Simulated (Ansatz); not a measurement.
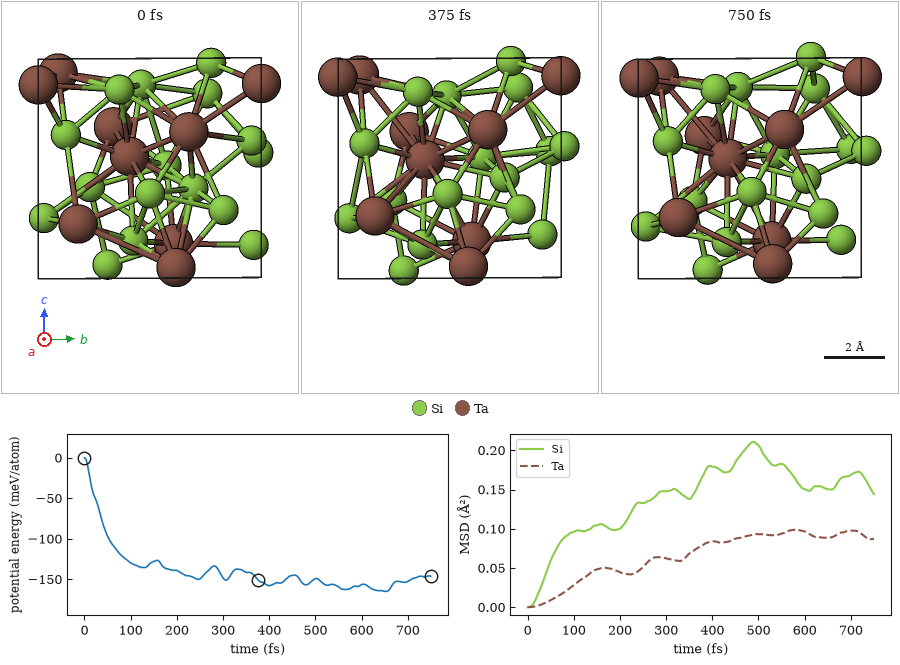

Molecular dynamics of an amorphous cell of composition TaSi2 (24 atoms in the cell), 750 fs long. It starts from the last geometry of an earlier run, with fresh velocities. Frames and the history of the run. Style: ball-and-stick. Shown: the simulation cell, along the a axis. Bonds to atoms that aren't drawn are left out.

The calculation used DFT PBE, scalar-relativistic, plane waves, PAW (Ansatz). Settings: plane-wave cutoff 420 eV; k-point mesh 1 × 1 × 1; Fermi-Dirac smearing 0.05 eV; set temperature 300 K; time step 3 fs.

Q: What happens in this trajectory?

A: Over the second half the temperature averages 296 K (spread ±50 K). The potential energy in the second half lies on average 155 meV per atom below the first frame. The first frame is far from relaxed (forces up to 3.3 eV/Å), so much of the motion is the structure settling. The mean pressure there is −7.7 GPa. Root-mean-square distances from the starting positions over the second half, with the common drift of all atoms taken out: Si 0.42 Å, Ta 0.30 Å. That is small against the typical shortest distance between atoms in the first frame, about 2.5 Å: the atoms vibrate about their sites and the arrangement holds. Bond changes: one Si–Si bond breaks at about 414 fs.

Limits of the set-up: the periodic images lie only 7.2 Å apart, so the values are limited by the cell's size.
